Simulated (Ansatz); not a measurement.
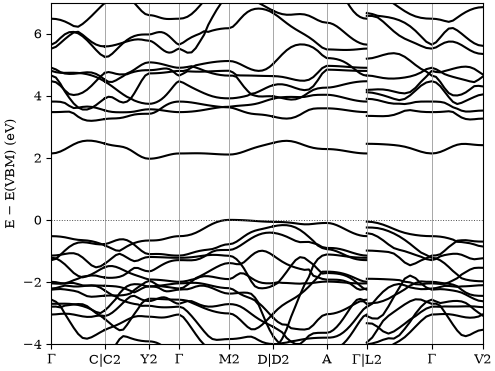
Fig. 1. Band structure from the program Ansatz at the r²SCAN+D4 level (PAW)

Task: Read off the gap and where the band edges lie.

Result: About 2.0 eV (1.97 eV by a search for the band edges); maximum at M2, minimum at Y2.

The material is V₂O₅ in space group C2/m (No. 12; V on 4i, O on 2d, O on 4i, O on 4i).

The workflow started from a Materials Project entry (that database holds measured and hypothetical structures alike); the Crystallography Open Database copy checked does not list it. COD files the formula under space group No. 31, 59, so this cell is another polymorph or a model. Whether it is the stable phase at ambient conditions was not checked. The cell was relaxed with r²SCAN+D4 under the symmetry of its start; whether a distortion lowers the energy is not shown. The run is not spin-polarised. No Hubbard U is applied.

Potentials: the later of the program's two PAW sets.
